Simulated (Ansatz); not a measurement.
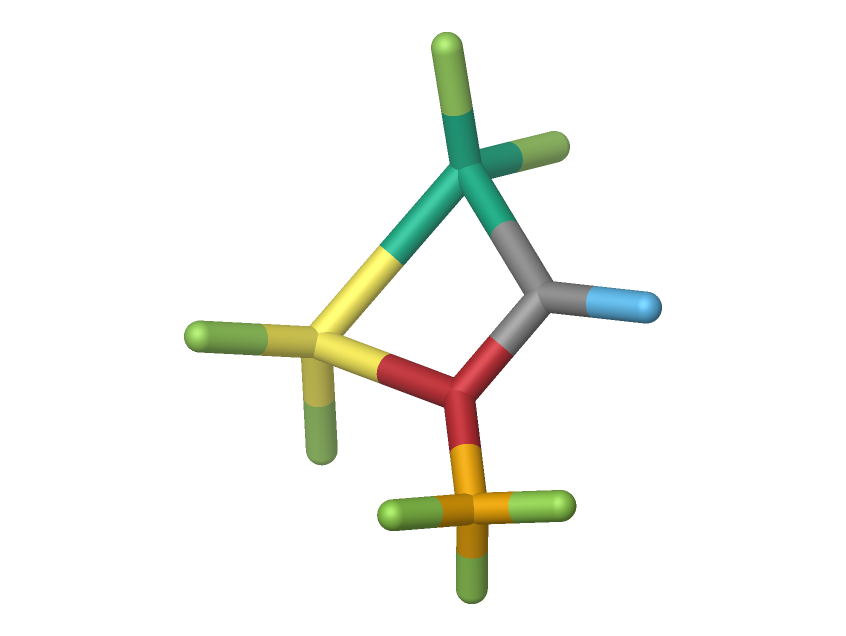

The picture shows a molecular structure as a stick model. Colours: carbon orange, oxygen red, boron grey, fluorine blue, silicon teal, aluminium yellow, hydrogen green.

The computed structure is the end point of a PBE0-D4/def2-TZVP optimisation. No frequency run is at hand to confirm it as a minimum.

Description:

The molecule is CH₇AlBFOSi. This geometry has Cs symmetry. Coordination, clear cases only: 1 C tetrahedral; 1 O trigonal planar; 1 B trigonal planar.
